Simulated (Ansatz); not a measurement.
**Frequency calculation, with input and output: BH₃O₂F**

- system: BH₃O₂F, multiplicity 2
- method: UHF/def2-SVP (Ansatz 0.2.0)

It belongs to a series of runs on one base structure; here: vibrations at the highest image of the band. Figures and captions count atoms from 1; the log counts them from 0 in places.

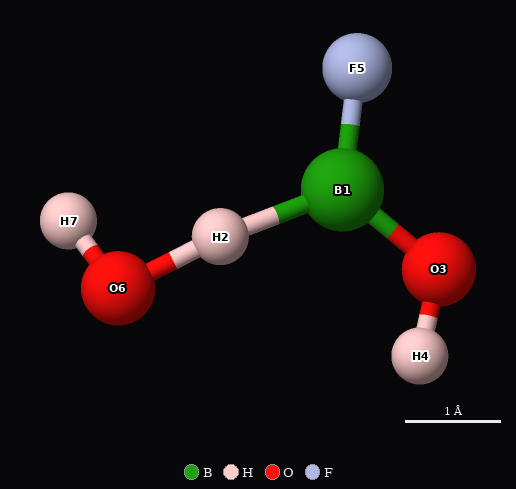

**Figure 1.** The input geometry (ball-and-stick view, seen on its broad side; atoms are numbered from 1 in the order of the input).

## Summary

```csv
quantity,value
outcome,converged
total energy,−7493.7137 eV
mean-field energy,−7493.7137 eV
⟨S²⟩,0.785
largest force (length of the vector),0.001 eV/Å
hardware,"1 thread of Arm Neoverse V2, 24 GiB of memory available, shared host"
wall time,27 s
peak memory,0.13 GiB
```

## Input file
```yaml
crystal:
  periodic: [false, false, false]
  atoms:
    - { symbol: B, position_ang: [-0.110074, -0.254758, -0.024507] }
    - { symbol: H, position_ang: [-0.006323, -0.044723, 1.370268] }
    - { symbol: O, position_ang: [0.968202, -0.172477, -0.790859] }
    - { symbol: H, position_ang: [1.768236, 0.054829, -0.341925] }
    - { symbol: F, position_ang: [-1.268837, -0.58207, -0.533186] }
    - { symbol: O, position_ang: [0.24635, -0.126603, 2.546208] }
    - { symbol: H, position_ang: [-0.513055, -0.627198, 2.826201] }
magnetization:
  spin_polarized: true
  initial_magnetization: 1
basis:
  gaussian: { orbitals: def2-SVP }
hamiltonian:
  xc: hf
phonons: {}
```

Launched with:
```bash
ansatz run input.yaml --threads 1 --pin off --max-ram 2048MiB --backend cpu --events-out ev --progress --plain --runs-dir out
```

## What the program printed
```
Engine: ansatz 0.2.0, aarch64-unknown-linux-gnu
Functional definition: HF
  exchange = exact_x
  correlation = 0
751 factors; integrals over basis functions are off by at most 4.6e-4 eV
mean field evaluation 1: about -7489.0290 eV, gradient 3.2e1 eV
mean field evaluation 2: about -7489.1361 eV, gradient 3.2e1 eV
mean field evaluation 4: about -7493.5153 eV, gradient 3.2e0 eV
mean field evaluation 8: about -7493.7069 eV, gradient 5.2e-1 eV
mean field evaluation 16: about -7493.7137 eV, gradient 2.6e-5 eV
mean field -7493.71371366 eV, -275.3888995556 hartree, gradient 2.6e-5 eV, S^2 0.784502; 0 other end points of the search recorded, 0 dependent functions left out
the calculation of the forces begins
reference -7493.71371366 eV, -275.3888995556 hartree; 17, 16 occupied and 54, 55 virtual orbitals, 751 factors
these checks for a lower state are left out or cut short: stability, starts, cluster_reference, orbital_swaps, neighbouring_geometries, increment
751 factors; integrals over basis functions are off by at most 4.6e-4 eV
mean field evaluation 32: about -7493.5319 eV, gradient 7.5e-1 eV
mean field -7493.71349704 eV, -275.3888915949 hartree, gradient 2.2e-6 eV, S^2 0.784494; 0 other end points of the search recorded, 0 dependent functions left out
[... from here on the field's lines of each further geometry are left out, up to the last ...]
the calculation of the forces begins
reference -7493.71368662 eV, -275.3888985618 hartree; 17, 16 occupied and 54, 55 virtual orbitals, 751 factors
these checks for a lower state are left out or cut short: stability, starts, cluster_reference, orbital_swaps, neighbouring_geometries, increment
751 factors; integrals over basis functions are off by at most 4.6e-4 eV
mean field -7493.71368679 eV, -275.3888985680 hartree, gradient 2.2e-6 eV, S^2 0.784504; 0 other end points of the search recorded, 0 dependent functions left out
the calculation of the forces begins
reference -7493.71368679 eV, -275.3888985680 hartree; 17, 16 occupied and 54, 55 virtual orbitals, 751 factors
WARN: phonons: modes at or below zero, which the zero-point energy, F, S and C_V leave out: 1, the lowest at -2712.96 cm⁻¹. A minimum has none, and a first-order saddle one
Total energy: -7493.71371366 eV, -275.3888995556 hartree
Atom 0 at    -0.110074    -0.254758    -0.024507 Å, force     0.000130     0.000111     0.000064 eV/Å
Atom 1 at    -0.006323    -0.044723     1.370268 Å, force     0.000552    -0.000081    -0.000050 eV/Å
Atom 2 at     0.968202    -0.172477    -0.790859 Å, force    -0.000026     0.000022    -0.000026 eV/Å
Atom 3 at     1.768236     0.054829    -0.341925 Å, force     0.000021     0.000020    -0.000168 eV/Å
Atom 4 at    -1.268837    -0.582070    -0.533186 Å, force    -0.000195    -0.000080     0.000057 eV/Å
Atom 5 at     0.246350    -0.126603     2.546208 Å, force    -0.000449    -0.000005     0.000126 eV/Å
Atom 6 at    -0.513055    -0.627198     2.826201 Å, force    -0.000033     0.000014    -0.000003 eV/Å
Dipole moment:     0.124985    -0.037343     0.068499 e Å
Vibrations: -2712.96 45.82 134.63 152.33 405.41 589.91 599.90 793.44 975.90 1033.46 1308.28 1488.23 1589.56 4101.18 4196.90 cm⁻¹, zero-point energy 1.079589 eV
```

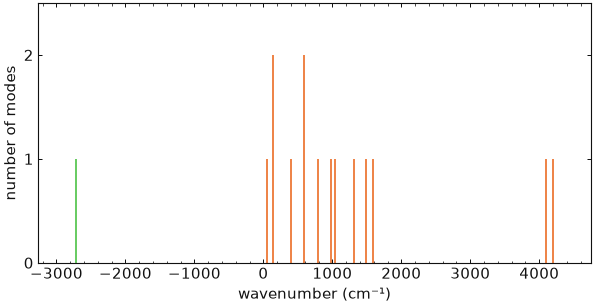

**Figure 2.** Harmonic vibrational wavenumbers from the force constants; neighbouring modes closer than 31 cm⁻¹ are counted in one stick, and imaginary ones are drawn at negative wavenumbers. 15 modes from 2713i to 4197 cm⁻¹, 1 imaginary beyond 8i (2713i cm⁻¹): a first-order saddle point, if the geometry is stationary.
